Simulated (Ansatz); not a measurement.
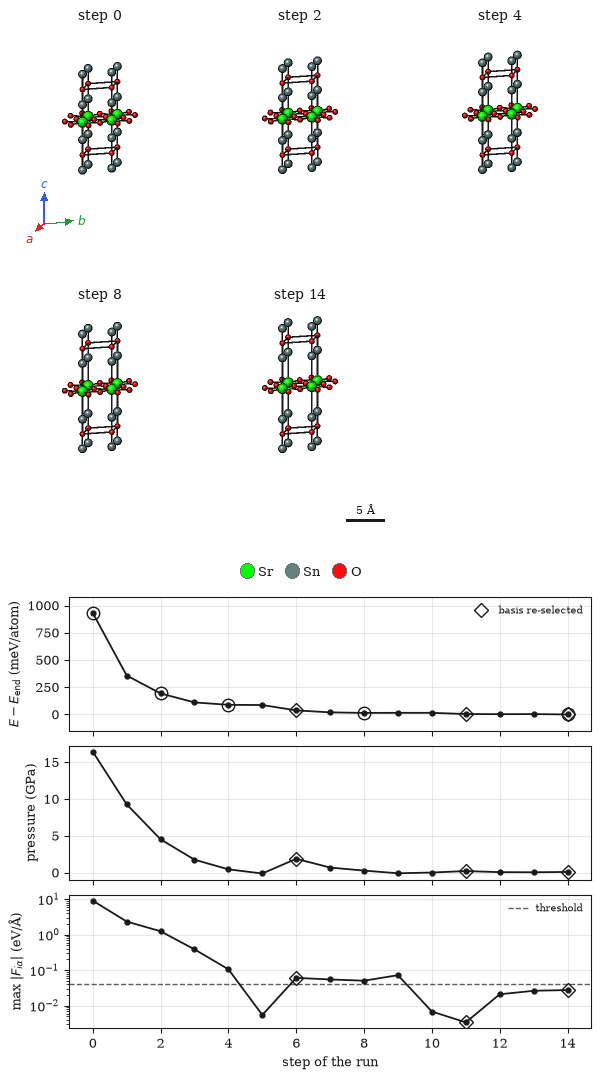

Frames of a relaxation of a crystal of SrSn2O3 (a generated structure, set up in P6/mmm) (coarse preliminary run), marked on the history of the run. A ball-and-stick model of the cell of the calculation, seen slightly off an axis.

Computed with Ansatz 0.2.0, DFT PBE, scalar-relativistic, plane waves, PAW. (plane-wave cutoff 420 eV; k-point mesh 6 × 6 × 2; occupations gaussian; smearing width 0.1 eV; no spin polarisation; cell and atoms relaxed; force threshold 0.04 eV/Å; at most 70 steps)

Question: What happens along the run?

Answer: The energy falls by 931 meV per atom in 11 accepted moves (14 points after the start). Largest force component: 9.1 eV/Å at the start, 0.028 eV/Å at the end. The pressure goes from 16.42 to 0.09 GPa. At 3 points the geometry stayed and the basis and grid were re-selected for the new cell (energy shift of 49.1 meV per atom at most each time). The largest moves relative to the cell, 0.85 Å, are those of Sn atoms. O and Sr stay in place. The drawn cell changes as follows: a = b 4.086 → 4.099 Å (+0.3 %), c 8.801 → 12.201 Å (+38.6 %); the volume changes by +39.5 %. Some distances before and after: Sn–Sr 2.357 → 4.121 Å, O–Sn 2.044 → 1.979 Å, O–Sr 2.359 → 2.367 Å. The space group stays P6/mmm (No. 191). From step 0 to 2: Sn atoms move most (0.28 Å), volume +10.8 %, energy −739 meV per atom. From step 2 to 4: Sn atoms move most (0.15 Å), volume +7.0 %, energy −104 meV per atom. From step 4 to 8: Sn atoms move most (0.18 Å), volume +10.4 %, energy −74.3 meV per atom. From step 8 to 14: Sn atoms move most (0.12 Å), volume +6.5 %, energy −14.0 meV per atom.

| step | E − E(0), meV/atom | largest force component, eV/Å | pressure, GPa | volume, Å³/atom | note |
| --- | --- | --- | --- | --- | --- |
| 0 | 0.00 | 9.0764 | 16.42 | 21.209 |  |
| 1 | -574.06 | 2.3415 | 9.27 | 22.311 |  |
| 2 | -738.68 | 1.2456 | 4.52 | 23.499 |  |
| 3 | -821.19 | 0.3854 | 1.76 | 24.548 |  |
| 4 | -843.10 | 0.1061 | 0.44 | 25.150 |  |
| 5 | -845.18 | 0.0055 | -0.12 | 25.451 |  |
| 6 | -894.33 | 0.0608 | 1.88 | 25.451 | same geometry, new basis |
| 7 | -912.38 | 0.0549 | 0.69 | 26.702 |  |
| 8 | -917.44 | 0.0506 | 0.27 | 27.776 |  |
| 9 | -916.57 | 0.0724 | -0.09 | 28.253 |  |
| 10 | -916.58 | 0.0069 | 0.01 | 28.263 |  |
| 11 | -927.78 | 0.0034 | 0.21 | 28.263 | same geometry, new basis |
| 12 | -928.88 | 0.0210 | 0.06 | 29.111 |  |
| 13 | -928.34 | 0.0263 | 0.05 | 29.595 |  |
| 14 | -931.40 | 0.0277 | 0.09 | 29.595 | same geometry, new basis |
